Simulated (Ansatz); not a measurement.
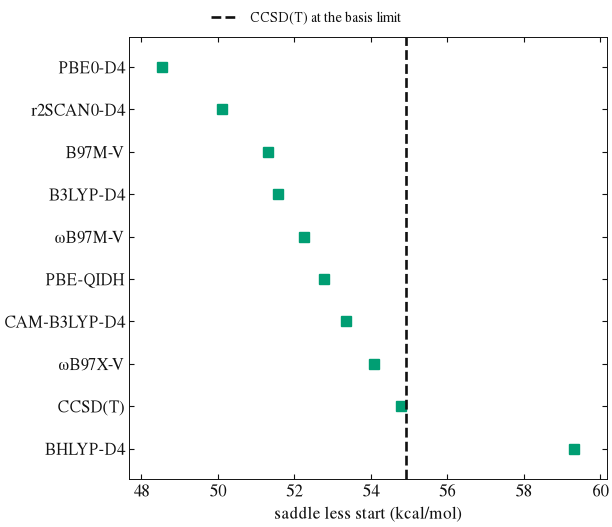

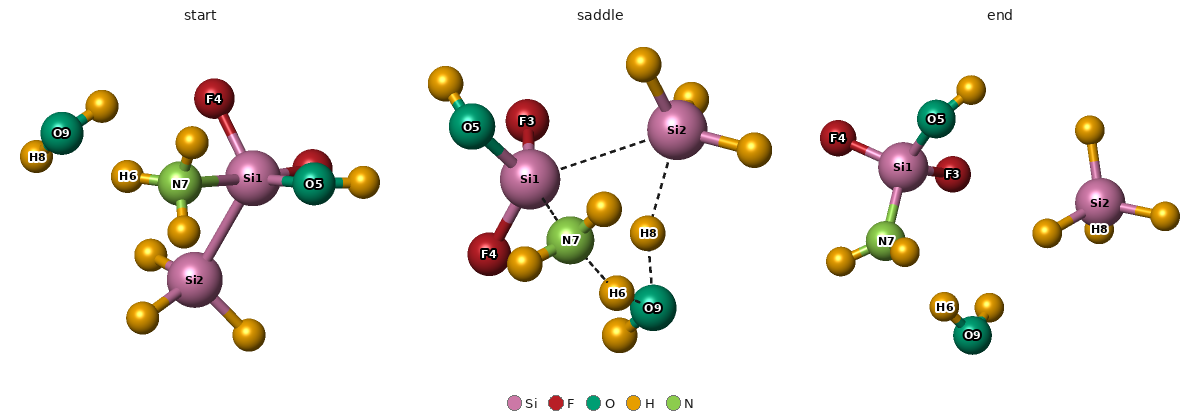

Height of the saddle over the start in one step of Si₂NH₉O₂F₂ at several levels. In the step Si2–H8 (3.65 → 1.82 → 1.48 Å) and H6–O9 (1.98 → 1.10 → 0.97 Å) form; Si1–Si2 (2.35 → 2.67 → 4.06 Å), H6–N7 (1.02 → 1.44 → 2.12 Å) and H8–O9 (0.96 → 1.29 → 3.36 Å) break; Si1–N7 (2.07 → 1.83 → 1.69 Å) shortens (lengths at start, saddle and end; changes of bond order aren't listed). Electronic energies at PBE0-D4/def2-TZVP geometries, energies in def2-TZVPP, the Ansatz code 0.2.0; cores frozen in correlated methods, no zero-point terms. Start and end are the structures at the ends of the path (complexes, where there are several molecules). The line is the MP2 basis limit plus CCSD(T) less MP2 in triple zeta. PBE-QIDH holds a correlation term that converges slowly with the basis, so part of the distance to the limit is basis error. No dispersion term is added to PBE-QIDH. The distance of CCSD(T) to the limit includes basis error.

**Which level comes closest to the line (CCSD(T) at the basis limit), and which misses most?**

Closest CCSD(T) (54.8 kcal/mol), against 54.9 kcal/mol; farthest PBE0-D4 (48.5 kcal/mol).

**Give the values.**

| level | kcal/mol | less CCSD(T) at the basis limit |
| --- | --- | --- |
| PBE0-D4 | 48.5 | −6.4 |
| r2SCAN0-D4 | 50.1 | −4.8 |
| B97M-V | 51.3 | −3.6 |
| B3LYP-D4 | 51.6 | −3.3 |
| ωB97M-V | 52.3 | −2.7 |
| PBE-QIDH | 52.8 | −2.1 |
| CAM-B3LYP-D4 | 53.3 | −1.6 |
| ωB97X-V | 54.1 | −0.8 |
| CCSD(T) | 54.8 | −0.1 |
| BHLYP-D4 | 59.3 | 4.4 |
| CCSD(T) at the basis limit | 54.9 | 0.0 |
